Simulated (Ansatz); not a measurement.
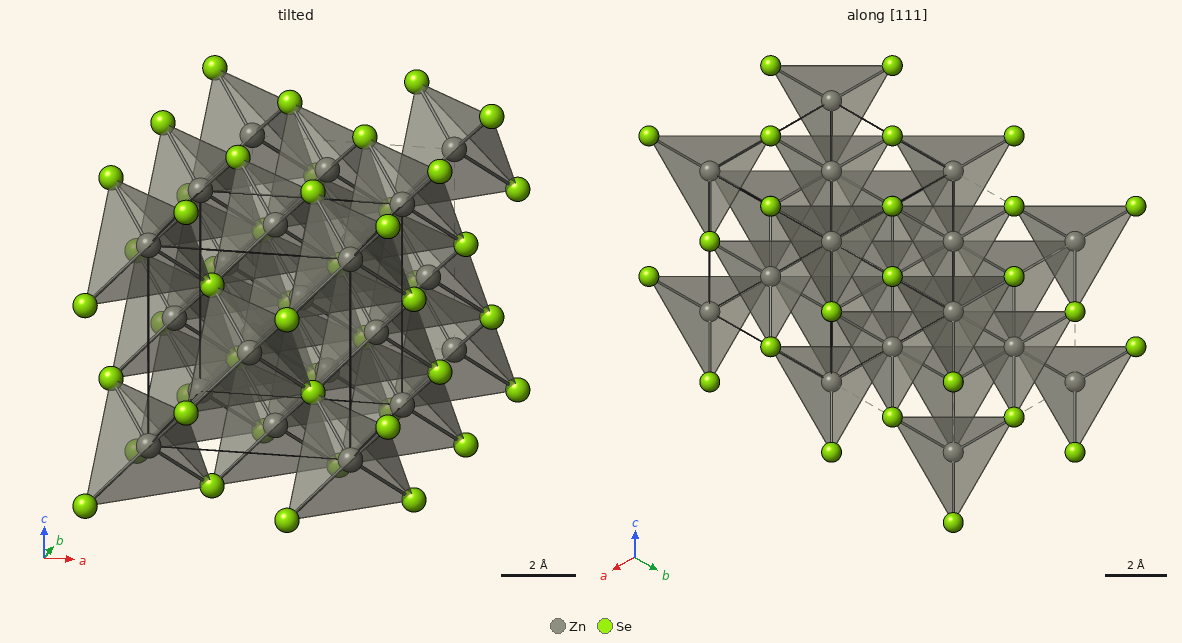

The crystal in a polyhedral representation, seen slightly off an axis and along [111]. The conventional unit cell (solid box) is repeated to 1×2×1 cells. Some atoms of the next cells are drawn as well.

Describe the arrangement of the atoms.

The stoichiometry is ZnSe. The lattice is face-centred cubic and the space group F-43m (No. 216). Among the common structure types it is zinc blende (sphalerite type). In the cell are 4 Zn, 4 Se, which makes 4 formula units. The polyhedra are ZnSe4 tetrahedra; they share corners. The coordination shell of Zn holds four Se in a tetrahedral arrangement at about 2.5 Å. The neighbours of Se are four Zn in a tetrahedral arrangement at about 2.5 Å. The bonds build a three-dimensional framework.

The structure comes from a structure listed in the Materials Project. Earlier steps of the study may have refined or changed the cell and positions. A calculation with Ansatz used it as input.
